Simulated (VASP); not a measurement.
Band structure of HgI2 (relaxed from the layer:2H-MoS2 structure). Computed with PBEsol GGA, VASP's PBE PAW potentials (set 64) (plane waves; VASP 6.6.1).

The cell holds a wide vacuum, so values per volume refer to the whole cell. Unless said otherwise, spin-orbit coupling is left out, though it shifts the bands of the heavy elements here.

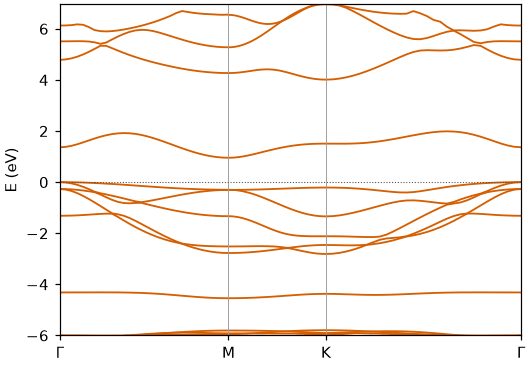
Figure. Bands along high-symmetry lines, zero at the valence-band maximum or, without a gap, the Fermi level

**Question.** Read the plot: is there a gap, and where are the band edges?

**Answer.** The gap is indirect, 0.95 eV, from the valence maximum at Γ to the conduction minimum at M. (Edges off the drawn lines would not show.)

The cell is a sheet with vacuum, built from a generated structure.
